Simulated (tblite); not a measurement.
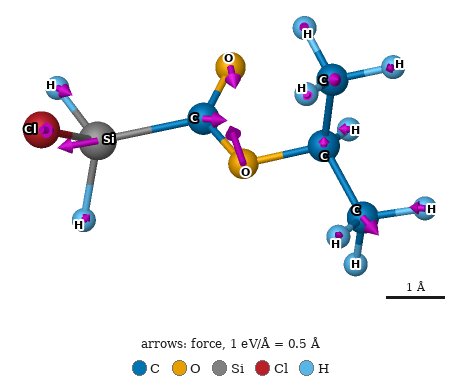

Starting geometry of C4H9ClO2Si with the computed forces as purple arrows. The picture is a ball-and-stick view, seen at a tilt.

Computed with GFN2-xTB geometry optimisation, gas phase in tblite. 

What follows when this structure is relaxed?

It isn't relaxed: the largest force vector, on an O atom, is 2.05 eV/Å. The final displacements have little in common with the starting forces (cosine between the two patterns 0.23). The atom that moves furthest after the best rigid fit is the Cl atom (0.28 Å). By element the largest moves are Cl 0.28 Å, H 0.26 Å, O 0.15 Å, C 0.13 Å, Si 0.08 Å. Among the contacts that change: Cl–Si 2.062 → 2.004 Å, C–O 1.376 → 1.330 Å, H–Si 1.495 → 1.456 Å, C–Si 1.899 → 1.923 Å. Among the angles between lasting bonds that change: O–C–Si 118.1° → 126.5°, O–C–Si 116.3° → 109.1°, H–Si–H 108.0° → 113.0°. After 50 geometry steps the energy has fallen by 4.86 kcal/mol.
